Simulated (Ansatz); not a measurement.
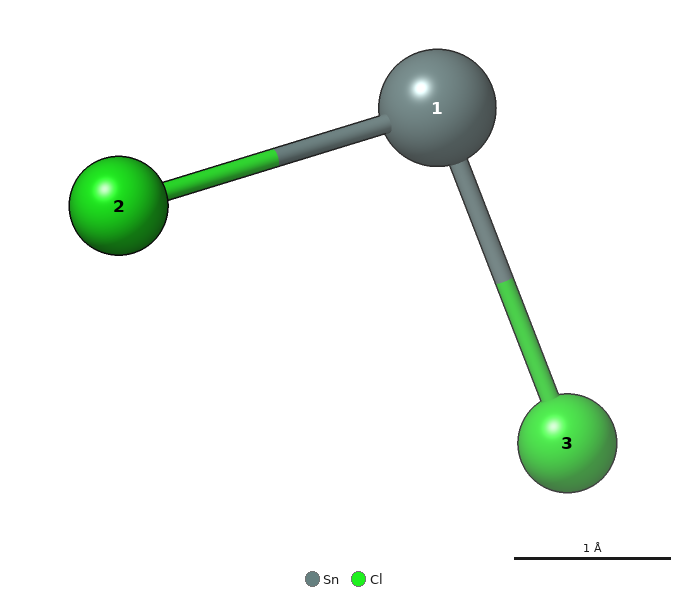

Orthographic view. Atoms fade into the background with distance from the viewer. Computed geometry: PBE0-D4/def2-TZVP optimisation.

Give the geometry as a Z-matrix, atoms in numerical order, with these reference atoms: 2 to 1; 3 to 1, 2.

```
Sn 
Cl   1   2.363
Cl   1   2.363   2    98.3
```
